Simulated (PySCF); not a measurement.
Potential energy surface of H2Cl, doublet: collinear H-Cl-H surface. Scanned: H-Cl distance and Cl-H distance.

Method: PySCF with MP2 on UHF/aug-cc-pVDZ, 5 core orbitals frozen.

Energy in eV above the lowest grid point; x is the H-Cl distance (Å), y the Cl-H distance (Å).

```csv
y \ x,1.09,1.18,1.28,1.38,1.50,1.63,1.77,1.92,2.11,2.37,2.69,3.14,3.71
3.71,0.946,0.234,0.000,0.117,0.513,1.091,1.966,2.974,3.643,4.053,4.243,4.324,4.348
3.14,0.950,0.238,0.003,0.120,0.516,1.093,1.979,2.964,3.625,4.031,4.219,4.300,4.324
2.69,0.988,0.273,0.036,0.151,0.544,1.122,2.026,2.943,3.573,3.960,4.141,4.219,4.243
2.37,1.083,0.364,0.122,0.231,0.617,1.205,2.093,2.894,3.455,3.800,3.960,4.031,4.053
2.11,1.261,0.532,0.278,0.375,0.747,1.345,2.132,2.760,3.195,3.455,3.573,3.625,3.643
1.92,1.492,0.748,0.475,0.549,0.895,1.454,2.065,2.493,2.760,2.894,2.944,2.964,2.974
1.77,1.762,0.997,0.693,0.731,1.024,1.468,1.856,2.065,2.132,2.093,2.026,1.979,1.966
1.63,2.106,1.305,0.951,0.925,1.105,1.342,1.468,1.454,1.345,1.205,1.122,1.093,1.091
1.50,2.532,1.676,1.242,1.108,1.108,1.105,1.024,0.895,0.747,0.617,0.544,0.516,0.513
1.38,3.062,2.127,1.580,1.303,1.108,0.925,0.731,0.549,0.375,0.231,0.151,0.120,0.117
1.28,3.672,2.649,1.985,1.580,1.242,0.952,0.693,0.475,0.278,0.122,0.036,0.003,0.000
1.18,4.558,3.435,2.649,2.127,1.676,1.305,0.997,0.748,0.532,0.364,0.273,0.238,0.234
1.09,5.772,4.558,3.672,3.062,2.532,2.106,1.762,1.492,1.261,1.083,0.988,0.950,0.946
```

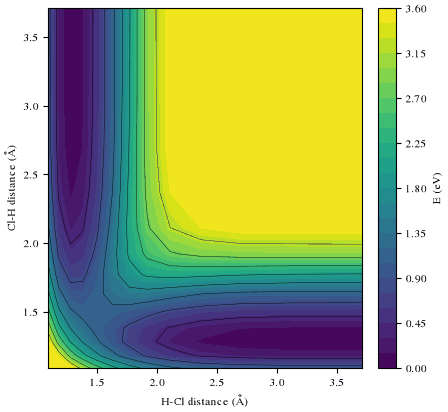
Figure: Energy surface, cut off at 4 eV.

Points that lie below all their neighbours on the grid: x = 1.28, y = 3.71 on the edge of the grid (0.000 eV); x = 3.71, y = 1.28 on the edge of the grid (0.000 eV). The lowest path on the grid from the first to the second passes x = 1.63, y = 1.50 at 1.105 eV.
